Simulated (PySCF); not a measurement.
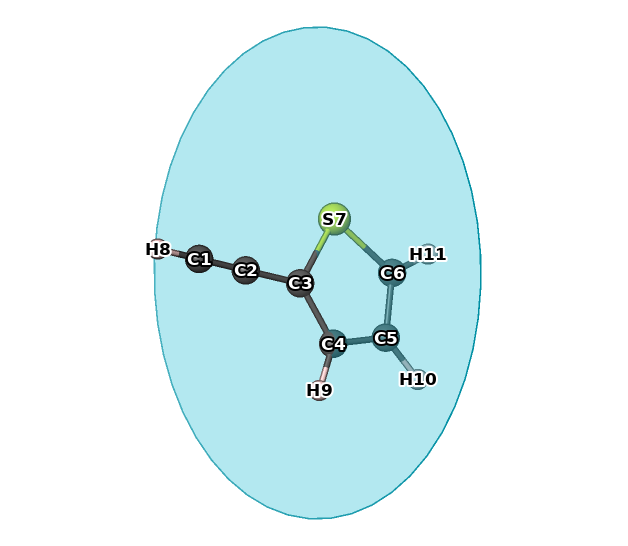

A disc through the centre of mass is drawn in. Atoms fade into the background with distance from the viewer. The computed structure is the end point of a PBE0-D3(BJ)/def2-SVP optimisation. No frequency run is at hand to confirm it as a minimum.

Q: Is the plane of the disc a mirror plane of the structure?

A: No. The point group is Cs, with 1 mirror plane, and this plane isn't one of its mirror planes.
